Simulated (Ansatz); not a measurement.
## Effect of Al → Hf on TiAl

Take TiAl (space group P4/mmm, No. 123; a = 2.7970 Å, c = 4.0320 Å) as the base.

It is then changed as follows: Hf takes the place of Al on all its sites; the structure is relaxed again.

Computed with plane-wave PAW DFT at the PBEsol level (Ansatz, a program for electronic structure, 420 eV), scalar-relativistic without spin-orbit coupling, earlier PAW set. k-mesh 15×15×11 (Γ-centred); smearing 0.05 eV (Fermi–Dirac), for the changed cell.

The volume per atom grows by 3.38 Å³ (15.77 Å³ → 19.15 Å³) and the density goes up by 5.87 g/cm³ to 9.81 g/cm³. The lattice parameter a rises by 0.242 Å, from 2.797 Å to 3.039 Å and the c/a ratio decreases by 0.077, from 1.442 to 1.365. The space group stays P4/mmm (No. 123) and the shortest interatomic distance goes up by 0.189 Å, from 2.797 Å to 2.986 Å. The band gap stays zero.

Final structure:

```
HfTi
1.0
    3.03903     0.00000     0.00000
    0.00000     3.03903     0.00000
    0.00000     0.00000     4.14753
Hf Ti
1 1
Cartesian
  1.51951   1.51951   2.07377
  0.00000   0.00000   0.00000
```

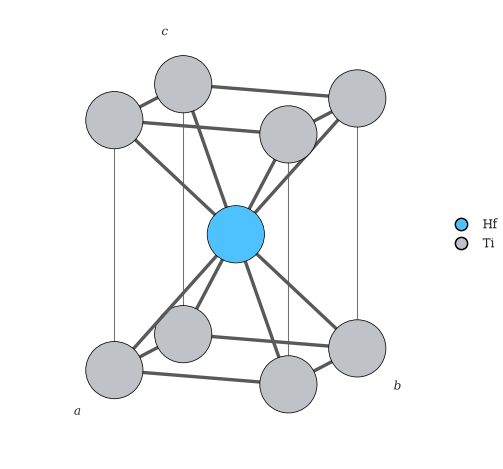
Figure. The relaxed conventional cell after the change

No phonon test of stability was made. As relaxed here, HfTi is a hypothetical phase, not in the database extracts checked. All final runs are without spin polarisation. HfTi has a high density of states at the Fermi level and may be magnetic at this level.
